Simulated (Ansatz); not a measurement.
# Debugging a many-body input for Bi2Te2Se (R-3m)

Aim: the G0W0 gap of Bi2Te2Se (R-3m). The first input has a fault.

Calculated with Ansatz 0.2.0; G0W0 on r2SCAN, plane waves, PAW.

### 1. Set-up

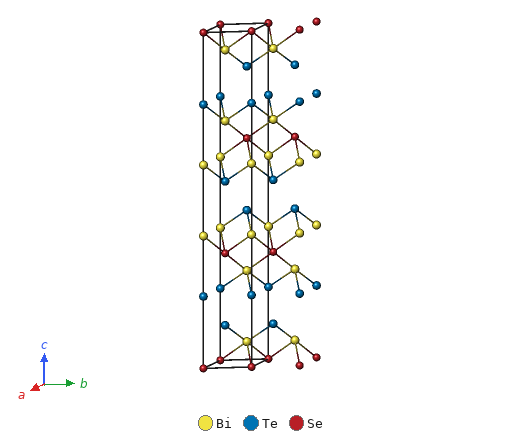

The cell as given, slightly off an axis (bismuth yellow, tellurium blue, selenium red). 1×2×1 cells are drawn. This picture shows the conventional cell, with its axes. Bonds to atoms that aren't drawn are left out. Some periodic images of atoms are drawn too.

Geometry: measured lattice cell, ions relaxed with r2SCAN; the structure entry is the Materials Project's. The runs that relaxed it are not among those shown. Spin-orbit coupling is left out unless a step names it. The default PAW set here is soft_2. Its files were made with PBE.

### 2. First try

input.yaml reads:

```yaml
crystal:
  lattice:
    - [2.1467, 1.239398, 9.998467]
    - [-2.1467, 1.239398, 9.998467]
    - [0.0, -2.478796, 9.998467]
  atoms:
    - { symbol: Bi, position: [0.6057406909, 0.6057406909, 0.6057406909] }
    - { symbol: Bi, position: [0.3942593091, 0.3942593091, 0.3942593091] }
    - { symbol: Te, position: [0.214151186, 0.214151186, 0.214151186] }
    - { symbol: Te, position: [0.785848814, 0.785848814, 0.785848814] }
    - { symbol: Se, position: [0.0, 0.0, 0.0] }
kpoints:
  mp_grid: { grid: [4, 4, 4] }
hamiltonian:
  xc: r2scan
scf:
  occupations: { method: fixed }
gw:
  n_empty_bands: 259
  ecut_chi: 10
  qp_bands: [v2, c2]
  qp_kpoints: band_edges
  screening: { model: contour_deformation }
```

Launch:

```sh
$ ansatz run input.yaml --threads 3 --pin off --max-ram 92160MiB --backend cuda --events-out ev --progress --plain --runs-dir out --devices 1 --max-vram 13GiB
```

Numbers of over 12 decimals in the logs are rounded to 6 here.

Log:

```text
GPUs: using 1 of 1 available (devices: 1).
Engine: ansatz 0.2.0, x86_64-unknown-linux-gnu
Pseudopotentials: kind: paw
Pseudopotential: Bi, paw, valence charge 15, recommended cutoff 500 eV (meta_gga), Bi.paw.azcp
Pseudopotential: Te, paw, valence charge 16, recommended cutoff 500 eV (meta_gga), Te.paw.azcp
Pseudopotential: Se, paw, valence charge 16, recommended cutoff 500 eV (meta_gga), Se.paw.azcp
Functional definition: r2SCAN
  parameter k0 = 0.174
  parameter k1 = 0.065
  parameter a1 = 4.9479
  exchange = r2scan_x(k0 = k0, k1 = k1, a1 = a1)
  correlation = r2scan_c
device memory: the entry about to start is reckoned to put 4.5 GiB on a device that reports 42.3 GiB free (of which the cap on the GPU budget leaves the run 13.0 GiB)
GPU FFT provider: cuFFT
GPU libraries: cuBLAS 13.8.2, cuFFT 12.4.0, cuSOLVER 12.3.4
Crystal: 5 atoms, lattice volume = 159.612 Å³
Basis set: ecut = 500 eV, 4069 PW (Γ), exchange–correlation on 320×320×320 points (64 copies of the dense FFT grid, shifted against one another)
Bands: 47, of which v1, the nominal top of the filled ones, is band 39 counted from 1 (38 counted from 0)
Symmetry: 12 space group operations
Space group: R-3m (ITA 166), of the structure as read, at distance tolerance 5.4e-5 Å
k-points: 13 of 64
Non-local potential: Bi, projectors of the file, l = 0: 2, l = 1: 2, l = 2: 2, l = 3: 2
Non-local potential: Te, projectors of the file, l = 0: 2, l = 1: 2, l = 2: 2, l = 3: 2
Non-local potential: Se, projectors of the file, l = 0: 2, l = 1: 2, l = 2: 3, l = 3: 1
PAW form: soft (Blöchl's): semilocal exchange-correlation on the pseudo side does not see the compensation charge
PAW frozen core: Bi, regenerated for the run's functional (the file was generated under x = pbe(κ = 0.804, μ = 0.219515), c = pbe(β = 0.066725))
PAW frozen core: Te, regenerated for the run's functional (the file was generated under x = pbe(κ = 0.804, μ = 0.219515), c = pbe(β = 0.066725))
PAW frozen core: Se, regenerated for the run's functional (the file was generated under x = pbe(κ = 0.804, μ = 0.219515), c = pbe(β = 0.066725))
PAW one-centre angular grid: Bi, 590 points (default); XC on 160 Gauss nodes
PAW one-centre angular grid: Te, 590 points (default); XC on 160 Gauss nodes
PAW one-centre angular grid: Se, 590 points (default); XC on 160 Gauss nodes
Initial density: superposition of atomic densities (neutral atoms: chi_scale 0, normalization atom), corrected by the library's trained network
Initial wavefunctions: pseudopotential atomic-orbital guess
GPU buffer pool allocated for 512000 grid points (all kernels)
GPU transforms: local potential: pruned to the plane-wave sphere, on 75×75×75; band sums: pruned to the plane-wave sphere, on 80×80×80
Functional: x = r2scan, c = r2scan; τ floored in thin density (d = 2e-4 eV/Å³)
SCF iter   1: F=—  HF=-44291.516438 eV  |F-HF|=—  |Δ(HF+E_count)|=         —  Δρ=3.78e-3  dr2=3.42e-2  dr2_τ=8.09e-3  ethr=1.77e-3  ⟨swp⟩=4.9  Hψ=2124  notcnv=0  defer=66
preconditioner: auto → Resta (q_TF=auto, 2.421 Å⁻¹)  ε∞=3.8  [insulator: Δε(μ)=0.334 eV  Ē_g=9.286 eV  n_scr=42 (ndim 8)  ℏωp=15.6 eV  f_vac=0.019  ε∞_Penn≈3.8]
SCF iter   2: F=—  HF=-44291.531133 eV  |F-HF|=—  |Δ(HF+E_count)|=   1.47e-2  Δρ=2.03e-3  dr2=9.05e-3  dr2_τ=2.54e-4  ethr=4.38e-5  ⟨swp⟩=2.8  Hψ=1270  notcnv=0  defer=75
SCF iter   3: F=—  HF=-44291.531585 eV  |F-HF|=—  |Δ(HF+E_count)|=   4.53e-4  Δρ=9.02e-4  dr2=2.30e-3  dr2_τ=5.67e-5  ethr=1.16e-5  ⟨swp⟩=3.0  Hψ=737  notcnv=0  defer=75
SCF iter   4: F=—  HF=-44291.531822 eV  |F-HF|=—  |Δ(HF+E_count)|=   2.37e-4  Δρ=3.08e-4  dr2=2.03e-4  dr2_τ=4.01e-6  ethr=2.94e-6  ⟨swp⟩=2.5  Hψ=830  notcnv=0  defer=75
SCF iter   5: F=—  HF=-44291.531871 eV  |F-HF|=—  |Δ(HF+E_count)|=   4.87e-5  Δρ=1.03e-4  dr2=2.03e-5  dr2_τ=3.32e-7  ethr=2.61e-7  ⟨swp⟩=2.0  Hψ=1095  notcnv=0  defer=60
[...]
NSCF: frozen V_eff on 1 k-points
SCF converged after 7 iterations
Free energy (F): -44291.531877 eV
Harris-Foulkes:  -44291.531877 eV  (|F-HF|=4.42e-8)
Internal energy: -44291.531877 eV  (E = F + TS)
E sigma→0 (E₀):  -44291.531877 eV
Fermi energy:    9.175164 eV
--- Per-component energies (eV) ---
  E_band       = -1162.219314
  E_kinetic    = 1080.515979
  E_local      = -8293.895184  (includes V_loc(G=0)·N_el)
  E_nonlocal   = -90.304399
  E_hartree    = 3955.680175
  E_xc         = -611.981859
  E_vxc        = -643.682961  (∫ρ·V_xc dr)
  E_paw        = -32674.178675  (= ΣΔE_a)
  E_vpaw       = -1166.447108  (= ΣTr[D̂ρ^β])
  E_aug_tail   = -0.000829  (compensation charges beyond the density's cutoff)
  E_vtau       = 40.238898  (kinetic-family band-sum trace: ∫τ·v_τ [+ j·A + Jᵃ·Aᵃ] dr)
  E_ewald      = -7657.923121
  E_core_change = 0.556035  (= ΣΔE_core)
  E_smearing   = -0.000000  (= −TS)
  E_closure    = 0.000000  (closes the sum)
  Σ components = -44291.531877   (vs F -44291.531877, Δ=0.00e0)
--- Band table (eV; the first three rows and the last of 13) ---
  k-point 0: bands = [... 35 lower, 7.5587, 8.1037, 8.1037, 9.1752, 9.5345, 10.1946, 10.1946, 11.3530, ... 4 higher]
  k-point 1: bands = [... 35 lower, 7.1790, 7.9182, 8.0435, 8.4971, 10.3195, 11.0823, 11.2785, 11.9115, ... 4 higher]
  k-point 2: bands = [... 35 lower, 6.2986, 6.8195, 7.9340, 8.5128, 10.0972, 10.7795, 12.2457, 12.3654, ... 4 higher]
  k-point 12: bands = [... 35 lower, 7.7672, 7.8321, 7.8321, 8.5623, 10.0849, 10.5476, 10.5476, 11.2174, ... 4 higher]
--- G₀W₀: contour deformation, 8 samples at zero and on the imaginary axis and 1 off it, 64 q-points, 259 empty bands' worth ---
  eigenvalues of the whole cell's RPA ε∞ on this k-mesh (on a slab, of 1 + 4πα/V) = 27.2567, 27.2567, 34.4000; static W/v taken at q = 0 is 0.039887
  bands read: the sum over 298 bands ends inside a degenerate multiplet in 1 slot, whose members it reads at an even weight; the widest, k=0: bands 298 to 299 (counted from 1) at 1/2 each
  gw.qp_kpoints: band_edges: 6 of 13 stored k-points solved, in 1 pass; an edge of the gap read off the rows below is read off those points alone
    valence top: of the k-points left out ik 12 came nearest to being solved in a further pass, in band 39 (counted from 1, as in the quasiparticle table): it holds the edge there only if its correction is more favourable than any solved in that band by at least 0.613 eV; those differ by 0.124 eV
    conduction bottom: of the k-points left out ik 12 came nearest to being solved in a further pass, in band 40 (counted from 1, as in the quasiparticle table): it holds the edge there only if its correction is more favourable than any solved in that band by at least 0.550 eV; those differ by 0.106 eV
    ik  band        ε_KS         Σx   Σc(E_QP)       V_xc       Z   E_QP_lin       E_QP  E_QP is
     0    38      8.1037   -15.8660     1.9240   -14.4376  0.7911     8.5963     8.5993  root
     0    39      9.1752   -15.0911     0.9306   -14.7701  0.8068     9.7840     9.7848  root
     0    40      9.5345    -9.8492    -2.2868   -12.6620  0.8152    10.0706    10.0605  root
     0    41     10.1946    -9.9448    -2.4573   -13.0641  0.8069    10.8845    10.8566  root
     2    38      7.9340   -16.1119     2.0338   -14.5578  0.7895     8.4108     8.4136  root
     2    39      8.5128   -15.4461     1.4154   -14.5662  0.8018     9.0467     9.0484  root
     2    40     10.0972    -9.5576    -2.5036   -12.6225  0.8134    10.6732    10.6585  root
     2    41     10.7795    -9.8374    -2.5780   -13.0811  0.8052    11.4716    11.4453  root
     4    38      8.0236   -15.4752     1.6429   -14.3258  0.7910     8.5137     8.5172  root
     4    39      8.1687   -15.7442     1.7579   -14.4924  0.7908     8.6713     8.6748  root
     4    40     10.9096    -9.9419    -2.6221   -13.1958  0.8034    11.5649    11.5414  root
     4    41     11.1794   -10.2522    -2.7197   -13.6839  0.7970    11.9071    11.8915  root
     6    38      7.4233   -15.9677     2.2960   -14.0955  0.7671     7.8418     7.8471  root
     6    39      8.0642   -15.6743     1.6849   -14.4754  0.7964     8.5482     8.5502  root
[...]
7    41     10.3477   -10.0292    -2.5037   -13.2102  0.8029    11.0489    11.0249  root
     8    38      8.0803   -16.1064     1.9799   -14.6275  0.7914     8.5782     8.5812  root
     8    39      8.8232   -15.6976     1.3597   -14.9304  0.8042     9.4139     9.4158  root
     8    40     10.0662    -9.8335    -2.4918   -12.9022  0.8124    10.6600    10.6431  root
     8    41     10.7671   -10.0765    -2.5948   -13.3679  0.8034    11.4945    11.4637  root
```

The job ended after 91 s (1 × NVIDIA H100 80GB HBM3 (shared by 6 runs) with 3 threads of AMD EPYC 7R13 (Zen 3), shared host; peak memory 2.9 GiB; 2.1 min of CPU time).

The column dr2 measures how far the density is from self-consistency, as an energy; F and HF (Harris–Foulkes) agree once it is small.

**What went wrong?**

The run ended normally, though the input holds a fault or crude settings.

The fault: screening cutoff of 10 eV. Nearly all local fields and short-range correlation are left out.

It printed a gap of 0.28 eV, which is an artefact of the settings.

### 3. A better input

G0W0 replaces the xc potential by the self-energy, built once from these orbitals. Only a window of levels is corrected, while the sums run over the empty bands that the input names.

input.yaml, as its differences from that of step 2:

```diff
@@ -18,4 +18,4 @@
 gw:
-  n_empty_bands: 259
-  ecut_chi: 10
+  n_empty_bands: 441
+  ecut_chi: 114
   qp_bands: [v2, c2]
```

Log:

```text
GPUs: using 1 of 1 available (devices: 1).
[...]
GPU FFT provider: cuFFT
GPU libraries: cuBLAS 13.8.2, cuFFT 12.4.0, cuSOLVER 12.3.4
Crystal: 5 atoms, lattice volume = 159.612 Å³
Basis set: ecut = 500 eV, 4069 PW (Γ), exchange–correlation on 320×320×320 points (64 copies of the dense FFT grid, shifted against one another)
Bands: 47, of which v1, the nominal top of the filled ones, is band 39 counted from 1 (38 counted from 0)
Symmetry: 12 space group operations
[...]
k-points: 13 of 64
[...]
GPU buffer pool allocated for 512000 grid points (all kernels)
[...]
SCF iter   1: F=—  HF=-44291.516438 eV  |F-HF|=—  |Δ(HF+E_count)|=         —  Δρ=3.78e-3  dr2=3.42e-2  dr2_τ=8.09e-3  ethr=1.77e-3  ⟨swp⟩=4.9  Hψ=2124  notcnv=0  defer=66
[...]
0    38      8.1037   -15.8660     1.2108   -14.4376  0.7533     7.8855     7.8861  root
     0    39      9.1752   -15.0911     0.1352   -14.7701  0.7700     8.9895     8.9894  root
     0    40      9.5345    -9.8492    -2.9147   -12.6620  0.7874     9.4326     9.4326  root
     0    41     10.1946    -9.9448    -3.0989   -13.0641  0.7752    10.2150    10.2150  root
     2    38      7.9340   -16.1119     1.3598   -14.5578  0.7498     7.7393     7.7397  root
     2    39      8.5128   -15.4461     0.6839   -14.5662  0.7639     8.3168     8.3169  root
     2    40     10.0972    -9.5576    -3.1319   -12.6225  0.7849    10.0302    10.0302  root
     2    41     10.7795    -9.8374    -3.2262   -13.0811  0.7735    10.7971    10.7970  root
[...]
8    38      8.0803   -16.1064     1.2899   -14.6275  0.7519     7.8909     7.8913  root
     8    39      8.8232   -15.6976     0.5930   -14.9304  0.7659     8.6490     8.6491  root
     8    40     10.0662    -9.8335    -3.1248   -12.9022  0.7832    10.0102    10.0101  root
     8    41     10.7671   -10.0765    -3.2589   -13.3679  0.7709    10.7996    10.7996  root
[key lines of the parts left out:]
SCF converged after 7 iterations
Free energy (F): -44291.531877 eV
Fermi energy:    9.175164 eV
```

Elapsed: 2.1 min, on 1 × NVIDIA H100 80GB HBM3 (shared by 6 runs) with 3 threads; peak memory 3.4 GiB.

Numbers from this step:

- bands summed: 480
- RPA ε∞ on this mesh (eigenvalues): 24.79, 24.79, 32.37
- plane waves in the screening matrix: 449
- q-points in the mesh: 64
- G0W0 gap on the mesh: 0.4432 eV
- k of the valence top: 0, 0, 0
- k of the conduction bottom: 0, 0, 0
- starting gap on the mesh: 0.3593 eV
- Z at the valence top: 0.7700
- Z at the conduction bottom: 0.7874
- least direct G0W0 gap on the computed points: 0.4432 eV

The gap on the mesh goes from 0.36 eV to 0.44 eV, a correction of +0.08 eV. Between the two edge states, bare exchange in place of the xc potential would open the gap by 3.13 eV, and correlation takes back 3.05 eV.

### 4. Summary of results

| Property | Result |
| --- | --- |
| first try | converged after 91 s |
| better run | G0W0 gap on the mesh 0.44 eV (4×4×4 mesh, 441 empty bands, screening to 114 eV) |

In words: The second run differs in: empty bands and screening cutoff (eV). Bands and cutoff are finite, so the gap is not at the basis limit. The miss can reach some tenths of an eV and take either sign; the mesh is an error of its own. With atoms this heavy and so narrow a gap, spin-orbit coupling can invert the bands. These scalar-relativistic gaps are then model values, not to be set against experiment, and a spin-orbit change taken from DFT can't simply be added. The RPA ε∞ on this mesh reaches over 25; with a narrow direct gap a coarse mesh can overstate it, and the correction is then too small.

[Paths, hosts, dates, memory and timing lines, banners, echoed tables and standing remarks are left out of the program output.]

[Logs are printed without paths, hosts, clocks, repeated set-up lines and the standing remarks that a program may print on its own settings, such as how far it seeks lower states.]

[Runs of the session that timed out or met a known fault of the program may be left out.]

[Cells called generated may have been cut or substituted from an entry of the Crystallography Open Database or the Materials Project.]

[Hosts, paths, dates, database ids (printed as entryN), source tags and the programs' standing remarks are cut or masked in the printed files.]
